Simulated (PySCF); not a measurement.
## Excited-state calculation, with input and output: C2H7ClGeO

- system: C2H7ClGeO, SMILES C[O][GeH2][CH2]Cl
- method: TDDFT HCTH407/aug-cc-pVDZ, vertical, gas phase, core orbitals frozen in the response (PySCF 2.14.0)

The geometry comes from this level: GFN2-xTB. It belongs to a series of runs on one base structure; here: HCTH407/aug-cc-pVDZ; 12 states; guess vsap.

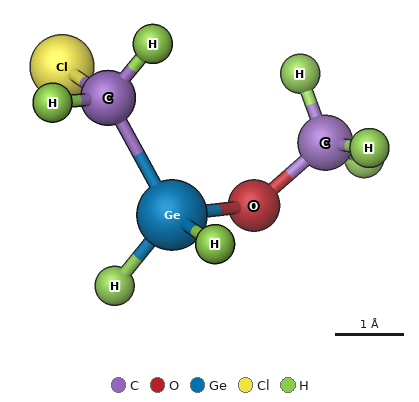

The structure (ball-and-stick view, seen at a tilt). Sticks mark near contacts. Bond lengths as drawn: C–Cl 1.78 Å, C–Ge 2.00 Å, C–H 1.09 Å, C–O 1.41 Å, Ge–H 1.49 to 1.52 Å and Ge–O 1.75 Å.

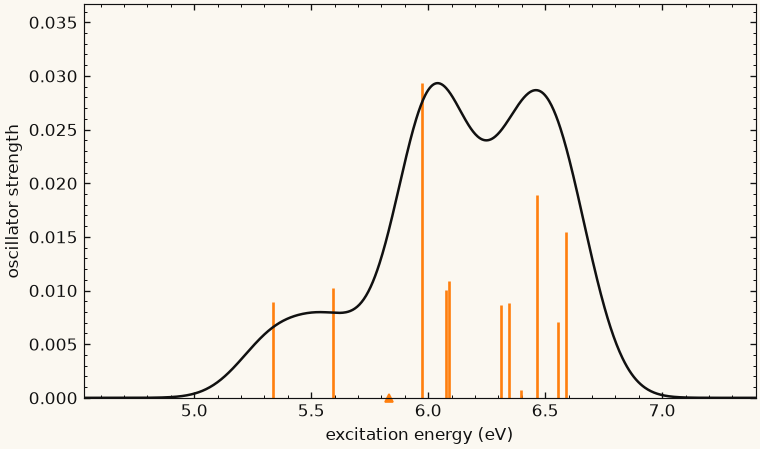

Computed excitations as sticks (degenerate states added up, dark ones marked on the axis), with a Gaussian envelope of 0.35 eV full width at half maximum, scaled to the tallest. Of the 12 states the lowest lies at 5.34 eV (f = 0.009); the strongest line is at 5.97 eV, or 208 nm (f = 0.029).

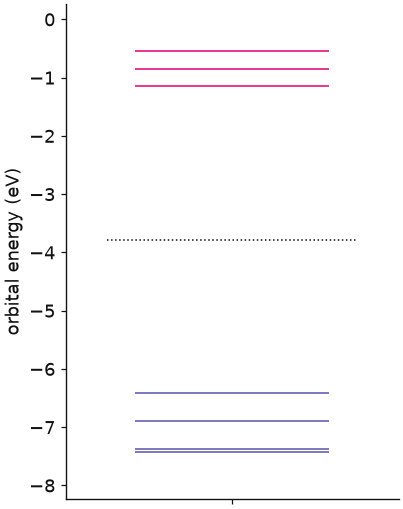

Orbital energies near the frontier; the dotted line parts filled from empty levels, and levels within 0.02 eV of each other stand side by side. Highest filled −6.42 eV, lowest empty −1.14 eV, 5.28 eV apart.

These pictures come from the run below.

### The input
```
{"job": {"kind": "uv", "xc": "HCTH407", "basis": "aug-cc-pVDZ", "nstates": 12, "ntriplets": 5, "tda": false, "scf": {"guess": "vsap"}}, "charge": 0, "multiplicity": 1}
C     -1.883673     0.500437     0.008899
O     -1.140948    -0.676548     0.250760
Ge     0.455422    -1.059671    -0.343296
C      1.758904     0.373381     0.147348
Cl     1.711671     0.536863     1.915835
H     -1.381151     1.381263     0.416632
H     -2.057193     0.655588    -1.058967
H     -2.844623     0.378508     0.510359
H      0.422714    -1.222327    -1.854381
H      0.676214    -2.338701     0.390621
H      1.503727     1.341977    -0.279837
H      2.780135     0.128545    -0.129999
```

The first line tells a small driver script what to run in PySCF; the rest is the geometry in Å.

Launched with:
```bash
OMP_NUM_THREADS=1 python <driver script> task.json out
```

### Log
```
final grid: 96016 points
cycle   1  E = -2681.0667909860  dE =  1.155e+01  |g| = 5.171e+00  |ddm| = 6.078e+01
cycle   2  E = -2651.4352736163  dE =  2.963e+01  |g| = 1.084e+01  |ddm| = 6.587e+01
cycle   3  E = -2687.8948871655  dE = -3.646e+01  |g| = 4.802e+00  |ddm| = 2.518e+01
cycle   4  E = -2685.5640093665  dE =  2.331e+00  |g| = 4.043e+00  |ddm| = 1.321e+01
cycle   5  E = -2693.5660966146  dE = -8.002e+00  |g| = 1.200e+00  |ddm| = 1.208e+01
cycle   6  E = -2693.8417904624  dE = -2.757e-01  |g| = 8.107e-01  |ddm| = 4.095e+00
cycle   7  E = -2693.9589316980  dE = -1.171e-01  |g| = 4.810e-01  |ddm| = 2.121e+00
cycle   8  E = -2694.0135729401  dE = -5.464e-02  |g| = 6.241e-02  |ddm| = 7.639e-01
cycle   9  E = -2694.0142245826  dE = -6.516e-04  |g| = 3.899e-02  |ddm| = 1.725e-01
cycle  10  E = -2694.0145767228  dE = -3.521e-04  |g| = 6.075e-03  |ddm| = 7.094e-02
cycle  11  E = -2694.0145864477  dE = -9.725e-06  |g| = 1.766e-03  |ddm| = 1.881e-02
cycle  12  E = -2694.0145872816  dE = -8.339e-07  |g| = 3.630e-04  |ddm| = 5.332e-03
cycle  13  E = -2694.0145873183  dE = -3.672e-08  |g| = 1.168e-04  |ddm| = 1.150e-03
cycle  14  E = -2694.0145873220  dE = -3.619e-09  |g| = 2.846e-05  |ddm| = 2.952e-04
cycle  15  E = -2694.0145873222  dE = -2.401e-10  |g| = 2.937e-06  |ddm| = 6.418e-05
converged SCF energy = -2694.0145873222

Static polarisability (au): isotropic 76.250, principal 67.931 76.231 84.589

Singlet excitations
state   eV       nm        f      main configurations
  1   5.3387    232.2   0.00890   H->L 0.98
  2   5.5938    221.6   0.01022   H->L+1 0.98
  3   5.8345    212.5   0.00010   H-1->L 0.87, H->L+2 0.10
  4   5.9742    207.5   0.02933   H->L+2 0.79, H-1->L+1 0.10
  5   6.0763    204.0   0.01002   H->L+3 0.95
  6   6.0904    203.6   0.01088   H-1->L+1 0.87
  7   6.3119    196.4   0.00864   H-2->L 0.68, H-3->L 0.18, H-1->L+2 0.08
  8   6.3434    195.5   0.00887   H->L+4 0.97
  9   6.3959    193.8   0.00071   H-3->L 0.65, H-2->L 0.24
 10   6.4639    191.8   0.01887   H-1->L+2 0.73, H-3->L 0.12, H-2->L+1 0.10
 11   6.5546    189.2   0.00710   H-2->L+1 0.61, H-1->L+3 0.24
 12   6.5876    188.2   0.01543   H-1->L+3 0.73, H-2->L+1 0.20

Triplet excitations (Tamm-Dancoff, eV): 5.2162 5.5590 5.6405 5.8029 5.9979
```

### Summary

```csv
quantity,value
outcome,converged
total energy,−2694.014587 hartree
HOMO,−6.42 eV
LUMO,−1.14 eV
dipole moment,2.24 D
mean polarisability,76.25 a.u.
lowest singlet excitation,5.34 eV
hardware,"1 CPU thread, shared host"
wall time,51 s
peak memory,0.61 GiB
```

### Notes

Settings chosen away from the usual ones: HCTH407/aug-cc-pVDZ; 12 states; guess vsap. Spin–orbit coupling is left out, which matters for the heavy atoms.
